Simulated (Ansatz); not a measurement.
# BCCD(T)/STO-3G run of SiH2F2 (SMILES F[SiH2]F)

Aim: the energy change on altering one bond length of SiH2F2 at BCCD(T)/STO-3G, from 2 runs. 

The calculation is run with Ansatz 0.2.0.

53 further runs of the same task are left out: 3 that didn't finish, 50 set aside as unsound or not needed.

## 1. The system as given

The species is SiH2F2 (5 atoms), meant as a singlet with charge 0. SMILES: `F[SiH2]F`. The coordinates come from a PBE0-D4/def2-TZVP relaxation.

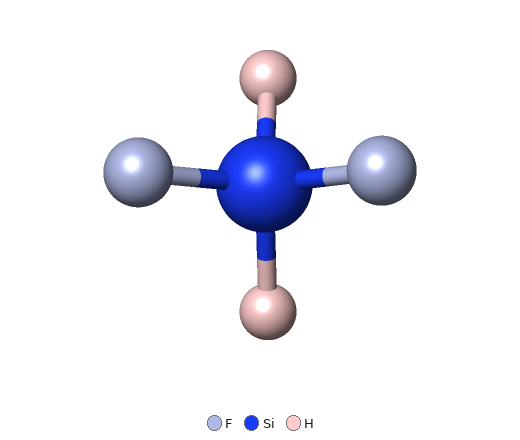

Viewed from a chosen angle; fluorine light blue, silicon blue, hydrogen pink.

## 2. The energy at BCCD(T)/STO-3G

The input, job.yaml:

```yaml
crystal:
  periodic: [false, false, false]
  atoms:
    - {symbol: F, position_ang: [-1.079010, 0.538200, 0.980720]}
    - {symbol: Si, position_ang: [-0.005220, -0.000540, -0.054090]}
    - {symbol: F, position_ang: [1.247630, -0.520590, 0.766910]}
    - {symbol: H, position_ang: [-0.590470, -1.138740, -0.786300]}
    - {symbol: H, position_ang: [0.427070, 1.121680, -0.907250]}
basis:
  gaussian:
    orbitals: STO-3G
correlation:
  method: bccd_t
  frozen_orbitals: {F: 1, H: 0, Si: 5}
accuracy: high
scf:
  omitted_lower_state_checks: [cluster_reference, increment]
```

Started as:

```sh
$ ansatz run job.yaml --threads 1 --pin off --max-ram 3480MiB --events-out events.jsonl --progress --plain --runs-dir runs
```

Output (excerpt; [...] marks lines left out):

```text
Warning: RAYON_NUM_THREADS=1 ignored (pool sized by the plan → 1); use --threads N
Functional definition: HF
  name "HF"
[...]
387 factors; integrals over basis functions are off by at most 1.7e-8 eV
[...]
mean field -13139.51293709 eV, -482.8681941564 hartree, gradient 5.9e-9 eV, S^2 0.000000; 0 other end points of the search recorded, 0 dependent functions left out
7 core orbitals not correlated: weight in the atoms' cores, before any rotation towards them, 1.000 or more for the frozen orbitals, at most 0.000 for the correlated occupied ones
reference -13139.51293709 eV, -482.8681941564 hartree; 10, 10 occupied and 4, 4 virtual orbitals, 387 factors
second order -1.78735381 eV of doubles, -0.00000000 eV of singles
cycle   1  -2.10451042 eV  change   -3.2e-1 eV  update   6.5e-2
[...]
cycle  17  -2.30987983 eV  change  -5.7e-11 eV  update   2.1e-9
perturbative correction -0.11264519 eV, -0.0041396342 hartree
Total energy: -13141.93546211 eV, -482.9572203087 hartree
Checks for a lower state left out: cluster_reference, increment
```

Wall time 0.3 s (1 thread of Arm Neoverse V2, shared host).

## 3. The distorted shape, same level

The input, job.yaml:

```yaml
crystal:
  periodic: [false, false, false]
  atoms:
    - {symbol: F, position_ang: [-1.347465, 0.672889, 1.239430]}
    - {symbol: Si, position_ang: [-0.005220, -0.000540, -0.054090]}
    - {symbol: F, position_ang: [1.247630, -0.520590, 0.766910]}
    - {symbol: H, position_ang: [-0.590470, -1.138740, -0.786300]}
    - {symbol: H, position_ang: [0.427070, 1.121680, -0.907250]}
basis:
  gaussian: {orbitals: STO-3G}
accuracy: high
scf: {omitted_lower_state_checks: [cluster_reference, increment]}
correlation: {method: bccd_t, frozen_orbitals: {F: 1, H: 0, Si: 5}}
```

Started as:

```sh
$ ansatz run job.yaml --threads 1 --pin off --max-ram 3480MiB --events-out events.jsonl --progress --plain --runs-dir runs
```

Output (excerpt; [...] marks lines left out):

```text
Warning: RAYON_NUM_THREADS=1 ignored (pool sized by the plan → 1); use --threads N
Functional definition: HF
  name "HF"
[...]
380 factors; integrals over basis functions are off by at most 2.6e-8 eV
[...]
mean field -13137.75650241 eV, -482.8036463723 hartree, gradient 2.2e-8 eV, S^2 0.000000; 0 other end points of the search recorded, 0 dependent functions left out; unrestricted orbitals would lower it
7 core orbitals not correlated: weight in the atoms' cores, before any rotation towards them, 1.000 or more for the frozen orbitals, at most 0.000 for the correlated occupied ones
reference -13137.75650241 eV, -482.8036463723 hartree; 10, 10 occupied and 4, 4 virtual orbitals, 380 factors
second order -2.13041203 eV of doubles, -0.00000000 eV of singles
cycle   1  -2.61425686 eV  change   -4.8e-1 eV  update   8.4e-2
[...]
cycle  24  -2.95569333 eV  change   8.1e-10 eV  update  4.6e-10
perturbative correction -0.11438460 eV, -0.0042035565 hartree
Total energy: -13140.82658034 eV, -482.9164696553 hartree
Checks for a lower state left out: cluster_reference, increment
```

It took 0.3 s on 1 thread of Arm Neoverse V2, shared host.

## 4. Results

Level: BCCD(T)/STO-3G, 7 core orbitals frozen.

| quantity | value |
| --- | --- |
| first shape: total energy | -482.95722 Eh |
| first shape: correlation energy (7 core orbitals frozen) | -89.0 mEh |
| first shape: (T) correction | -4.14 mEh |
| distorted shape: total energy | -482.91647 Eh |
| distorted shape: correlation energy (7 core orbitals frozen) | -112.8 mEh |
| distorted shape: (T) correction | -4.20 mEh |
| energy change with the F1–Si2 bond stretched from 1.586 to 1.982 Å | 1.109 eV |

**Reading.** With the F1–Si2 bond stretched from 1.586 to 1.982 Å the energy rises by 1.11 eV (26 kcal/mol). The first shape isn't relaxed at this level, so the change isn't measured from a minimum. The minimal basis adds a large error of its own. The triples (first shape) make up 4.6 % of the correlation energy. The restricted solution (distorted shape) is unstable to spin breaking: an unrestricted one lies lower. The triples (distorted shape) make up 3.7 % of the correlation energy.
